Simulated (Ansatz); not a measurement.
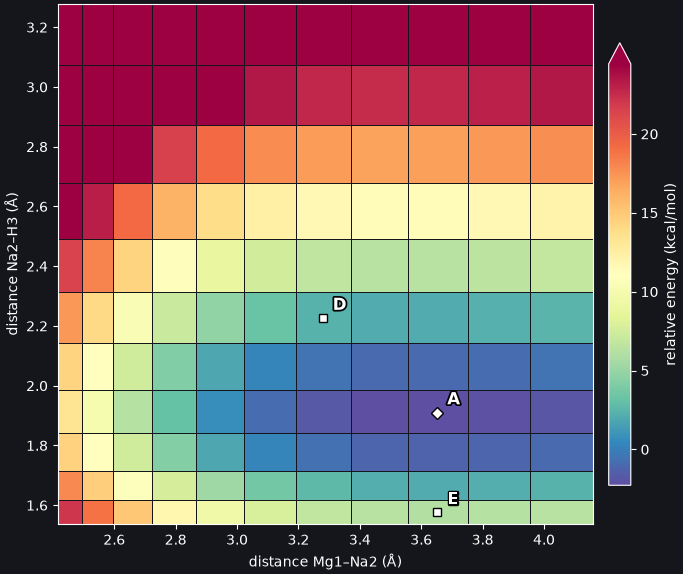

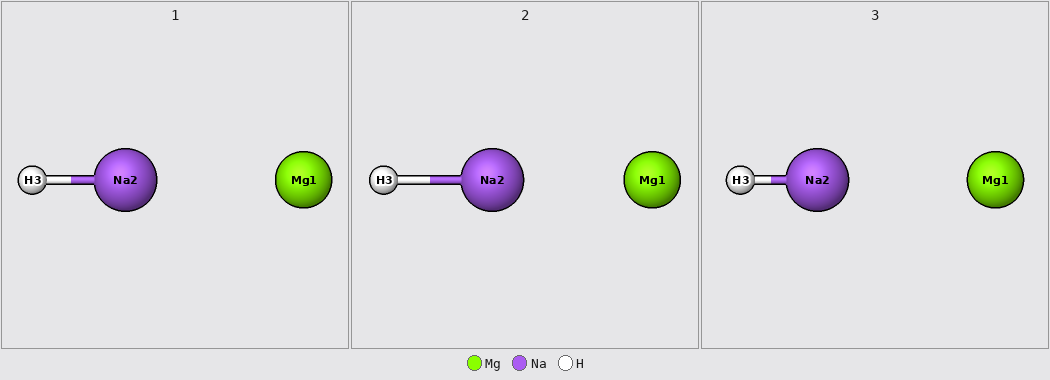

The system Mg + NaH. The first coordinate is: distance Mg1–Na2; the second: distance Na2–H3. Nothing is relaxed (the angle Mg1–Na2–H3 is fixed at 180 degrees). The grid has 11 × 11 points. Energies: kcal/mol, counted from Mg far from the relaxed NaH (each part in its own basis). The reference is spin-restricted, so regions where a bond is pulled apart into radicals lie too high. Level of theory: RKS wB97X-V/aug-cc-pVTZ (Ansatz).

Drawn: one coloured cell a grid point, one colour for all values above the top of the scale, lettered points. The numbered pictures are the structures at these points, in random order.

Which structure belongs to which point?

A is structure 1: distance Mg1–Na2 = 3.653 Å, distance Na2–H3 = 1.910 Å, −2.3 kcal/mol; D is structure 2: distance Mg1–Na2 = 3.280 Å, distance Na2–H3 = 2.226 Å, 2.4 kcal/mol; E is structure 3: distance Mg1–Na2 = 3.653 Å, distance Na2–H3 = 1.576 Å, 6.2 kcal/mol.
